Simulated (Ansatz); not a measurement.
# InH2+ (triplet): PBE, r2SCAN over a scan of the distance In1–H2, def2-TZVPP, part 2 of 2

Ansatz 0.2.0, Gaussian basis; def2-TZVPP, all electrons in the functionals. The steps go on from the part before.

### Step 14. r2SCAN, 1.735 Å

The input, in.yaml:

```yaml
crystal:
  periodic: [false, false, false]
  atoms:
    - {symbol: In, position_ang: [0.000000, 0.001160, -0.025980]}
    - {symbol: H, position_ang: [0.000000, 1.009939, 1.385612]}
    - {symbol: H, position_ang: [0.000000, -1.142133, 1.573838]}
basis:
  gaussian: {orbitals: def2-TZVPP}
total_charge: 1
magnetization: {spin_polarized: true, initial_magnetization: 2}
hamiltonian: {xc: {name: r2SCAN}}
output: {forces: true}
```

On the command line:

```bash
> ansatz run in.yaml --threads 1 --pin off --events-out ev --progress --plain --max-ram 2393MiB
```

The log of the run, shortened:

```text
Functional definition: r2SCAN
  name "r2SCAN"
  cite "Furness, Kaplan, Ning, Perdew & Sun, J. Phys. Chem. Lett. 11, 8208 (2020) doi:10.1021/acs.jpclett.0c02405"
  cite "Furness, Kaplan, Ning, Perdew & Sun, J. Phys. Chem. Lett. 11, 9248 (2020) doi:10.1021/acs.jpclett.0c03077"
  parent r2scan
[...]
506 factors; their error is unknown
[...]
mean field -5197.40108200 eV, -191.0009668385 hartree, gradient 1.8e-5 eV, S^2 2.018940; 0 other end points of the search recorded, 0 dependent functions left out
[...]
reference -5197.40109411 eV, -191.0009672837 hartree; 12, 10 occupied and 66, 68 virtual orbitals, 506 factors
Total energy: -5197.40109411 eV, -191.0009672837 hartree
Atom 0 at     0.000000     0.001160    -0.025980 Å, force     0.000000    -0.540439    -1.015272 eV/Å
Atom 1 at     0.000000     1.009939     1.385612 Å, force     0.000000     0.642592     0.884916 eV/Å
Atom 2 at     0.000000    -1.142133     1.573838 Å, force    -0.000000    -0.102153     0.130356 eV/Å
Dipole moment:    -0.000000    -0.036605     0.152089 e Å
```

It took 3.3 s on 1 thread of Arm Neoverse V2, shared host.

From the report: ⟨S²⟩ of the determinant 2.019 (pure triplet: 2.00).

### Step 15. r2SCAN, 1.966 Å

The input, in.yaml:

```yaml
crystal:
  periodic: [false, false, false]
  atoms:
    - {symbol: In, position_ang: [0.000000, 0.000000, -0.027604]}
    - {symbol: H, position_ang: [0.000000, 1.143293, 1.572214]}
    - {symbol: H, position_ang: [0.000000, -1.143293, 1.572214]}
basis:
  gaussian: {orbitals: def2-TZVPP}
total_charge: 1
magnetization: {spin_polarized: true, initial_magnetization: 2}
hamiltonian: {xc: {name: r2SCAN}}
output: {forces: true}
```

Launched as before.

The log of the run, shortened:

```text
Functional definition: r2SCAN
  name "r2SCAN"
  cite "Furness, Kaplan, Ning, Perdew & Sun, J. Phys. Chem. Lett. 11, 8208 (2020) doi:10.1021/acs.jpclett.0c02405"
  cite "Furness, Kaplan, Ning, Perdew & Sun, J. Phys. Chem. Lett. 11, 9248 (2020) doi:10.1021/acs.jpclett.0c03077"
  parent r2scan
[...]
506 factors; their error is unknown
[...]
mean field -5197.49674589 eV, -191.0044824217 hartree, gradient 4.3e-5 eV, S^2 2.024201; 0 other end points of the search recorded, 0 dependent functions left out
[...]
reference -5197.49675820 eV, -191.0044828739 hartree; 12, 10 occupied and 66, 68 virtual orbitals, 506 factors
Total energy: -5197.49675820 eV, -191.0044828739 hartree
Atom 0 at     0.000000     0.000000    -0.027604 Å, force     0.000000    -0.000000     0.055684 eV/Å
Atom 1 at     0.000000     1.143293     1.572214 Å, force     0.000000    -0.011674    -0.027842 eV/Å
Atom 2 at     0.000000    -1.143293     1.572214 Å, force    -0.000000     0.011674    -0.027842 eV/Å
Dipole moment:    -0.000000    -0.000000     0.156426 e Å
```

Wall time 3.2 s (1 thread of Arm Neoverse V2, shared host).

From the report: ⟨S²⟩ of the determinant 2.024 (pure triplet: 2.00).

### Step 16. r2SCAN, 2.173 Å

The input, in.yaml:

```yaml
crystal:
  periodic: [false, false, false]
  atoms:
    - {symbol: In, position_ang: [0.000000, -0.001037, -0.029054]}
    - {symbol: H, position_ang: [0.000000, 1.262408, 1.738893]}
    - {symbol: H, position_ang: [0.000000, -1.144330, 1.570764]}
basis:
  gaussian: {orbitals: def2-TZVPP}
total_charge: 1
magnetization: {spin_polarized: true, initial_magnetization: 2}
hamiltonian: {xc: {name: r2SCAN}}
```

The command is unchanged.

The log of the run:

```text
Functional definition: r2SCAN
  name "r2SCAN"
  cite "Furness, Kaplan, Ning, Perdew & Sun, J. Phys. Chem. Lett. 11, 8208 (2020) doi:10.1021/acs.jpclett.0c02405"
  cite "Furness, Kaplan, Ning, Perdew & Sun, J. Phys. Chem. Lett. 11, 9248 (2020) doi:10.1021/acs.jpclett.0c03077"
  parent r2scan
  parameter k0 = 0.174
  parameter k1 = 0.065
  parameter a1 = 4.9479
  exchange = r2scan_x(k0 = k0, k1 = k1, a1 = a1)
  correlation = r2scan_c
506 factors; their error is unknown
mean field evaluation 1: about -5196.4964 eV, gradient 1.1e1 eV
mean field evaluation 2: about -5196.3457 eV, gradient 1.5e1 eV
mean field evaluation 4: about -5197.4565 eV, gradient 6.5e-1 eV
mean field evaluation 8: about -5197.4575 eV, gradient 2.0e-2 eV
mean field -5197.45750396 eV, -191.0030403073 hartree, gradient 6.4e-5 eV, S^2 2.025363; 0 other end points of the search recorded, 0 dependent functions left out
reference -5197.45751646 eV, -191.0030407668 hartree; 12, 10 occupied and 66, 68 virtual orbitals, 506 factors
Total energy: -5197.45751646 eV, -191.0030407668 hartree
```

Run time: 2.6 s. Hardware: 1 thread of Arm Neoverse V2, shared host.

From the report: ⟨S²⟩ of the determinant 2.025 (pure triplet: 2.00).

From 1.966 Å: +0.039 eV.

### Step 17. r2SCAN, 2.436 Å

The input, in.yaml:

```yaml
crystal:
  periodic: [false, false, false]
  atoms:
    - {symbol: In, position_ang: [0.000000, -0.002356, -0.030900]}
    - {symbol: H, position_ang: [0.000000, 1.414005, 1.951023]}
    - {symbol: H, position_ang: [0.000000, -1.145649, 1.568918]}
basis:
  gaussian: {orbitals: def2-TZVPP}
total_charge: 1
magnetization: {spin_polarized: true, initial_magnetization: 2}
hamiltonian: {xc: {name: r2SCAN}}
output: {forces: true}
```

Same command.

The log of the run, shortened:

```text
Functional definition: r2SCAN
  name "r2SCAN"
  cite "Furness, Kaplan, Ning, Perdew & Sun, J. Phys. Chem. Lett. 11, 8208 (2020) doi:10.1021/acs.jpclett.0c02405"
  cite "Furness, Kaplan, Ning, Perdew & Sun, J. Phys. Chem. Lett. 11, 9248 (2020) doi:10.1021/acs.jpclett.0c03077"
  parent r2scan
[...]
506 factors; their error is unknown
[...]
mean field -5197.37444507 eV, -190.9999879495 hartree, gradient 6.7e-5 eV, S^2 2.024624; 0 other end points of the search recorded, 0 dependent functions left out
[...]
reference -5197.37445783 eV, -190.9999884184 hartree; 12, 10 occupied and 66, 68 virtual orbitals, 506 factors
Total energy: -5197.37445783 eV, -190.9999884184 hartree
Atom 0 at     0.000000    -0.002356    -0.030900 Å, force     0.000000     0.037156     0.486980 eV/Å
Atom 1 at     0.000000     1.414005     1.951023 Å, force     0.000000    -0.165506    -0.265440 eV/Å
Atom 2 at     0.000000    -1.145649     1.568918 Å, force    -0.000000     0.128351    -0.221540 eV/Å
Dipole moment:    -0.000000     0.040184     0.160974 e Å
```

Wall time 3 s (1 thread of Arm Neoverse V2, shared host).

From the report: ⟨S²⟩ of the determinant 2.025 (pure triplet: 2.00).

From 1.966 Å: +0.122 eV.

### Step 18. r2SCAN, 2.692 Å

The input, in.yaml:

```yaml
crystal:
  periodic: [false, false, false]
  atoms:
    - {symbol: In, position_ang: [0.000000, -0.003640, -0.032697]}
    - {symbol: H, position_ang: [0.000000, 1.561566, 2.157507]}
    - {symbol: H, position_ang: [0.000000, -1.146933, 1.567121]}
basis:
  gaussian: {orbitals: def2-TZVPP}
total_charge: 1
magnetization: {spin_polarized: true, initial_magnetization: 2}
hamiltonian: {xc: {name: r2SCAN}}
output: {forces: true}
```

Same command.

The log of the run, shortened:

```text
Functional definition: r2SCAN
  name "r2SCAN"
  cite "Furness, Kaplan, Ning, Perdew & Sun, J. Phys. Chem. Lett. 11, 8208 (2020) doi:10.1021/acs.jpclett.0c02405"
  cite "Furness, Kaplan, Ning, Perdew & Sun, J. Phys. Chem. Lett. 11, 9248 (2020) doi:10.1021/acs.jpclett.0c03077"
  parent r2scan
[...]
506 factors; their error is unknown
[...]
mean field -5197.30208857 eV, -190.9973288969 hartree, gradient 5.4e-5 eV, S^2 2.023791; 0 other end points of the search recorded, 0 dependent functions left out
[...]
reference -5197.30210159 eV, -190.9973293754 hartree; 12, 10 occupied and 66, 68 virtual orbitals, 506 factors
Total energy: -5197.30210159 eV, -190.9973293754 hartree
Atom 0 at     0.000000    -0.003640    -0.032697 Å, force    -0.000000    -0.024876     0.476009 eV/Å
Atom 1 at     0.000000     1.561566     2.157507 Å, force    -0.000000    -0.130434    -0.214667 eV/Å
Atom 2 at     0.000000    -1.146933     1.567121 Å, force     0.000000     0.155311    -0.261342 eV/Å
Dipole moment:    -0.000000     0.038461     0.150973 e Å
```

It took 3 s on 1 thread of Arm Neoverse V2, shared host.

From the report: ⟨S²⟩ of the determinant 2.024 (pure triplet: 2.00).

From 1.966 Å: +0.195 eV.

### Step 19. r2SCAN, 3.096 Å

The input, in.yaml:

```yaml
crystal:
  periodic: [false, false, false]
  atoms:
    - {symbol: In, position_ang: [0.000000, -0.005666, -0.035533]}
    - {symbol: H, position_ang: [0.000000, 1.794437, 2.483365]}
    - {symbol: H, position_ang: [0.000000, -1.148959, 1.564285]}
basis:
  gaussian: {orbitals: def2-TZVPP}
total_charge: 1
magnetization: {spin_polarized: true, initial_magnetization: 2}
hamiltonian: {xc: {name: r2SCAN}}
output: {forces: true}
```

Launched as before.

The log of the run, shortened:

```text
Functional definition: r2SCAN
  name "r2SCAN"
  cite "Furness, Kaplan, Ning, Perdew & Sun, J. Phys. Chem. Lett. 11, 8208 (2020) doi:10.1021/acs.jpclett.0c02405"
  cite "Furness, Kaplan, Ning, Perdew & Sun, J. Phys. Chem. Lett. 11, 9248 (2020) doi:10.1021/acs.jpclett.0c03077"
  parent r2scan
[...]
506 factors; their error is unknown
[...]
mean field -5197.21846496 eV, -190.9942557862 hartree, gradient 3.2e-5 eV, S^2 2.023139; 0 other end points of the search recorded, 0 dependent functions left out
[...]
reference -5197.21847858 eV, -190.9942562867 hartree; 12, 10 occupied and 66, 68 virtual orbitals, 506 factors
Total energy: -5197.21847858 eV, -190.9942562867 hartree
Atom 0 at     0.000000    -0.005666    -0.035533 Å, force    -0.000000    -0.084376     0.415098 eV/Å
Atom 1 at     0.000000     1.794437     2.483365 Å, force    -0.000000    -0.089888    -0.143442 eV/Å
Atom 2 at     0.000000    -1.148959     1.564285 Å, force     0.000000     0.174263    -0.271657 eV/Å
Dipole moment:     0.000000     0.014080     0.118304 e Å
```

It took 3.4 s on 1 thread of Arm Neoverse V2, shared host.

From the report: ⟨S²⟩ of the determinant 2.023 (pure triplet: 2.00).

From 1.966 Å: +0.278 eV.

### Step 20. r2SCAN, 3.615 Å

The input, in.yaml:

```yaml
crystal:
  periodic: [false, false, false]
  atoms:
    - {symbol: In, position_ang: [0.000000, -0.008270, -0.039176]}
    - {symbol: H, position_ang: [0.000000, 2.093595, 2.901979]}
    - {symbol: H, position_ang: [0.000000, -1.151563, 1.560642]}
basis:
  gaussian: {orbitals: def2-TZVPP}
total_charge: 1
magnetization: {spin_polarized: true, initial_magnetization: 2}
hamiltonian: {xc: {name: r2SCAN}}
```

Same command.

The log of the run:

```text
Functional definition: r2SCAN
  name "r2SCAN"
  cite "Furness, Kaplan, Ning, Perdew & Sun, J. Phys. Chem. Lett. 11, 8208 (2020) doi:10.1021/acs.jpclett.0c02405"
  cite "Furness, Kaplan, Ning, Perdew & Sun, J. Phys. Chem. Lett. 11, 9248 (2020) doi:10.1021/acs.jpclett.0c03077"
  parent r2scan
  parameter k0 = 0.174
  parameter k1 = 0.065
  parameter a1 = 4.9479
  exchange = r2scan_x(k0 = k0, k1 = k1, a1 = a1)
  correlation = r2scan_c
506 factors; their error is unknown
mean field evaluation 1: about -5195.9582 eV, gradient 1.2e1 eV
mean field evaluation 2: about -5195.4207 eV, gradient 1.7e1 eV
mean field evaluation 4: about -5197.1492 eV, gradient 4.8e-1 eV
mean field evaluation 8: about -5197.1513 eV, gradient 1.3e-1 eV
mean field evaluation 16: about -5197.1513 eV, gradient 1.5e-5 eV
mean field -5197.15134295 eV, -190.9917890977 hartree, gradient 1.5e-5 eV, S^2 2.022956; 0 other end points of the search recorded, 0 dependent functions left out
reference -5197.15135780 eV, -190.9917896433 hartree; 12, 10 occupied and 66, 68 virtual orbitals, 506 factors
Total energy: -5197.15135780 eV, -190.9917896433 hartree
```

Wall time 2.9 s (1 thread of Arm Neoverse V2, shared host).

From the report: ⟨S²⟩ of the determinant 2.023 (pure triplet: 2.00).

From 1.966 Å: +0.345 eV.

### Step 21. r2SCAN, 4.288 Å

The input, in.yaml:

```yaml
crystal:
  periodic: [false, false, false]
  atoms:
    - {symbol: In, position_ang: [0.000000, -0.011646, -0.043899]}
    - {symbol: H, position_ang: [0.000000, 2.481521, 3.444806]}
    - {symbol: H, position_ang: [0.000000, -1.154939, 1.555919]}
basis:
  gaussian: {orbitals: def2-TZVPP}
total_charge: 1
magnetization: {spin_polarized: true, initial_magnetization: 2}
hamiltonian: {xc: {name: r2SCAN}}
```

The command is unchanged.

The log of the run:

```text
Functional definition: r2SCAN
  name "r2SCAN"
  cite "Furness, Kaplan, Ning, Perdew & Sun, J. Phys. Chem. Lett. 11, 8208 (2020) doi:10.1021/acs.jpclett.0c02405"
  cite "Furness, Kaplan, Ning, Perdew & Sun, J. Phys. Chem. Lett. 11, 9248 (2020) doi:10.1021/acs.jpclett.0c03077"
  parent r2scan
  parameter k0 = 0.174
  parameter k1 = 0.065
  parameter a1 = 4.9479
  exchange = r2scan_x(k0 = k0, k1 = k1, a1 = a1)
  correlation = r2scan_c
506 factors; their error is unknown
mean field evaluation 1: about -5195.9239 eV, gradient 1.1e1 eV
mean field evaluation 2: about -5195.3998 eV, gradient 1.7e1 eV
mean field evaluation 4: about -5197.1086 eV, gradient 4.7e-1 eV
mean field evaluation 8: about -5197.1107 eV, gradient 1.2e-1 eV
mean field evaluation 16: about -5197.1108 eV, gradient 1.5e-5 eV
mean field -5197.11077615 eV, -190.9902982953 hartree, gradient 1.5e-5 eV, S^2 2.022987; 0 other end points of the search recorded, 0 dependent functions left out
reference -5197.11079277 eV, -190.9902989061 hartree; 12, 10 occupied and 66, 68 virtual orbitals, 506 factors
Total energy: -5197.11079277 eV, -190.9902989061 hartree
```

Wall time 2.7 s (1 thread of Arm Neoverse V2, shared host).

From the report: ⟨S²⟩ of the determinant 2.023 (pure triplet: 2.00).

From 1.966 Å: +0.386 eV.

### Step 22. r2SCAN, 5.216 Å

The input, in.yaml:

```yaml
crystal:
  periodic: [false, false, false]
  atoms:
    - {symbol: In, position_ang: [0.000000, -0.016300, -0.050413]}
    - {symbol: H, position_ang: [0.000000, 3.016432, 4.193311]}
    - {symbol: H, position_ang: [0.000000, -1.159593, 1.549405]}
basis:
  gaussian: {orbitals: def2-TZVPP}
total_charge: 1
magnetization: {spin_polarized: true, initial_magnetization: 2}
hamiltonian: {xc: {name: r2SCAN}}
output: {forces: true}
```

The command is unchanged.

The log of the run, shortened:

```text
Functional definition: r2SCAN
  name "r2SCAN"
  cite "Furness, Kaplan, Ning, Perdew & Sun, J. Phys. Chem. Lett. 11, 8208 (2020) doi:10.1021/acs.jpclett.0c02405"
  cite "Furness, Kaplan, Ning, Perdew & Sun, J. Phys. Chem. Lett. 11, 9248 (2020) doi:10.1021/acs.jpclett.0c03077"
  parent r2scan
[...]
506 factors; their error is unknown
[...]
mean field -5197.09426923 eV, -190.9896916770 hartree, gradient 1.4e-5 eV, S^2 2.023034; 0 other end points of the search recorded, 0 dependent functions left out
[...]
reference -5197.09428701 eV, -190.9896923307 hartree; 12, 10 occupied and 66, 68 virtual orbitals, 506 factors
Total energy: -5197.09428701 eV, -190.9896923307 hartree
Atom 0 at     0.000000    -0.016300    -0.050413 Å, force     0.000000    -0.177089     0.260806 eV/Å
Atom 1 at     0.000000     3.016432     4.193311 Å, force    -0.000000    -0.004471    -0.006391 eV/Å
Atom 2 at     0.000000    -1.159593     1.549405 Å, force    -0.000000     0.181561    -0.254415 eV/Å
Dipole moment:     0.000000    -0.087362    -0.013989 e Å
```

Wall time 2.8 s (1 thread of Arm Neoverse V2, shared host).

From the report: ⟨S²⟩ of the determinant 2.023 (pure triplet: 2.00).

From 1.966 Å: +0.402 eV.

### Step 23. r2SCAN, 6.578 Å

The input, in.yaml:

```yaml
crystal:
  periodic: [false, false, false]
  atoms:
    - {symbol: In, position_ang: [0.000000, -0.023132, -0.059973]}
    - {symbol: H, position_ang: [0.000000, 3.801506, 5.291870]}
    - {symbol: H, position_ang: [0.000000, -1.166425, 1.539845]}
basis:
  gaussian: {orbitals: def2-TZVPP}
total_charge: 1
magnetization: {spin_polarized: true, initial_magnetization: 2}
hamiltonian: {xc: {name: r2SCAN}}
output: {forces: true}
```

The command is unchanged.

The log of the run, shortened:

```text
Functional definition: r2SCAN
  name "r2SCAN"
  cite "Furness, Kaplan, Ning, Perdew & Sun, J. Phys. Chem. Lett. 11, 8208 (2020) doi:10.1021/acs.jpclett.0c02405"
  cite "Furness, Kaplan, Ning, Perdew & Sun, J. Phys. Chem. Lett. 11, 9248 (2020) doi:10.1021/acs.jpclett.0c03077"
  parent r2scan
[...]
506 factors; their error is unknown
[...]
mean field -5197.08950187 eV, -190.9895164801 hartree, gradient 1.3e-5 eV, S^2 2.023049; 0 other end points of the search recorded, 0 dependent functions left out
[...]
reference -5197.08952066 eV, -190.9895171703 hartree; 12, 10 occupied and 66, 68 virtual orbitals, 506 factors
Total energy: -5197.08952066 eV, -190.9895171703 hartree
Atom 0 at     0.000000    -0.023132    -0.059973 Å, force     0.000000    -0.180655     0.255113 eV/Å
Atom 1 at     0.000000     3.801506     5.291870 Å, force     0.000000    -0.000762    -0.001109 eV/Å
Atom 2 at     0.000000    -1.166425     1.539845 Å, force    -0.000000     0.181416    -0.254003 eV/Å
Dipole moment:    -0.000000    -0.109183    -0.044304 e Å
```

Wall time 2.8 s (1 thread of Arm Neoverse V2, shared host).

From the report: ⟨S²⟩ of the determinant 2.023 (pure triplet: 2.00).

From 1.966 Å: +0.407 eV.

### Step 24. Against the wave-function levels

The yardstick is full CI for this spin, exact in this basis with these frozen cores. It and the other wave-function rows come from earlier runs at the same points. Energies in eV, counted from 1.966 Å; blanks weren't run or aren't comparable.

```
           level  1.553 Å  1.735 Å  1.966 Å  2.173 Å  2.436 Å  2.692 Å  3.096 Å  3.615 Å  4.288 Å  5.216 Å  6.578 Å
             FCI    0.577    0.126    0.000    0.021    0.063    0.091    0.120    0.148    0.167    0.176    0.179
             PBE    0.543    0.123    0.000    0.007    0.037    0.067    0.115    0.165    0.202    0.222    0.229
          r2SCAN    0.491    0.096    0.000    0.039    0.122    0.195    0.278    0.345    0.386    0.402    0.407
             RHF    0.290   -0.010    0.000   -0.065   -0.134   -0.168   -0.183   -0.176   -0.166   -0.159   -0.157
             UHF    0.531    0.125    0.000   -0.033   -0.058   -0.071   -0.073   -0.063   -0.051   -0.045   -0.042
            RMP2    0.549    0.142    0.000    0.036    0.054    0.069    0.094    0.121    0.139    0.148    0.151
            UMP2    0.479    0.078    0.000    0.015    0.031    0.043    0.062    0.086    0.103    0.112    0.115
           RCCSD    0.569    0.124    0.000    0.019    0.055    0.079    0.106    0.132    0.150    0.159    0.162
        RCCSD(T)    0.570    0.121    0.000    0.021    0.061    0.087    0.116    0.143    0.162    0.171    0.174
        UCCSD(T)    0.559    0.112    0.000    0.025    0.068    0.095    0.125    0.151    0.170    0.179    0.182
       RCCSDT(Q)    0.570    0.121    0.000    0.022    0.063    0.090    0.120    0.147    0.166    0.175    0.178
       UCCSDT(Q)    0.559    0.112    0.000    0.025    0.070    0.099    0.129    0.156    0.175    0.184    0.187
  CASSCF valence    0.640    0.167    0.000   -0.033   -0.058   -0.078   -0.090   -0.086   -0.076   -0.070   -0.068
  NEVPT2 valence    0.566    0.123    0.000    0.011    0.036    0.051    0.068    0.088    0.104    0.112    0.115
MRCISD+Q valence    0.556    0.111    0.000    0.025    0.068    0.095    0.123    0.149    0.168    0.177    0.180
     NEVPT2 pair    0.539    0.107    0.000    0.011    0.014    0.015    0.028    0.048    0.064    0.072    0.075
```

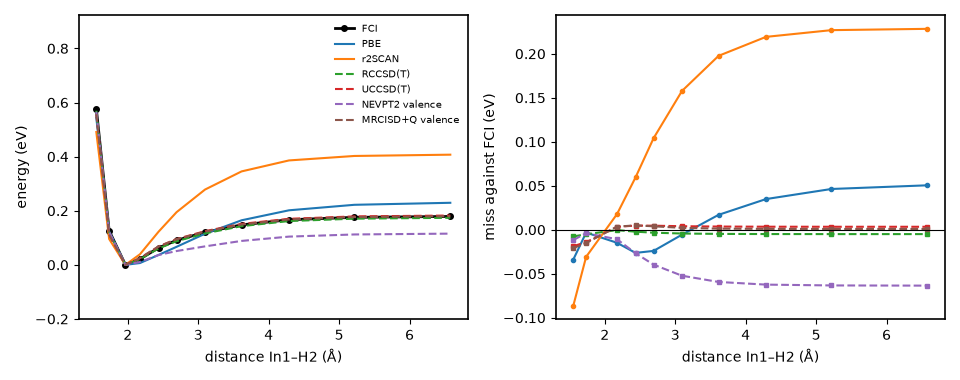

Left: the curves (the axis may cut off levels that run far away). Right: misses against FCI, in the same colours.

Largest miss and mean time a point (FCI took 17 s a point; shared hosts):

```
           level  largest miss (eV)    where  time a point
             PBE             +0.051  6.578 Å         1.3 s
          r2SCAN             +0.228  6.578 Å           3 s
             RHF             -0.336  6.578 Å              
             UHF             -0.221  6.578 Å              
            RMP2             -0.028  1.553 Å              
            UMP2             -0.098  1.553 Å              
           RCCSD             -0.017  6.578 Å              
        RCCSD(T)             -0.008  1.553 Å         6.6 s
        UCCSD(T)             -0.019  1.553 Å         6.5 s
       RCCSDT(Q)             -0.007  1.553 Å          32 s
       UCCSDT(Q)             -0.018  1.553 Å          31 s
  CASSCF valence             -0.246  6.578 Å              
  NEVPT2 valence             -0.063  6.578 Å         2.7 s
MRCISD+Q valence             -0.021  1.553 Å         3.6 s
     NEVPT2 pair             -0.104  6.578 Å         2.9 s
```

### Step 25. Summary of results

The summary covers parts 1 to 2.

| quantity | value |
| --- | --- |
| span of the FCI curve | 0.577 eV |
| largest miss, PBE | +0.051 eV (6.578 Å) |
| largest miss, r2SCAN | +0.228 eV (6.578 Å) |
| largest miss, RCCSD(T) | -0.008 eV (1.553 Å) |
| largest miss, UCCSD(T) | -0.019 eV (1.553 Å) |

In words: Of the functionals, PBE keep the smallest largest miss at the points compared (at most 0.051 eV) and r2SCAN strays most (0.228 eV, at 6.578 Å). Functionals and the yardstick converge differently with the basis, so part of each miss in def2-TZVPP is the basis.
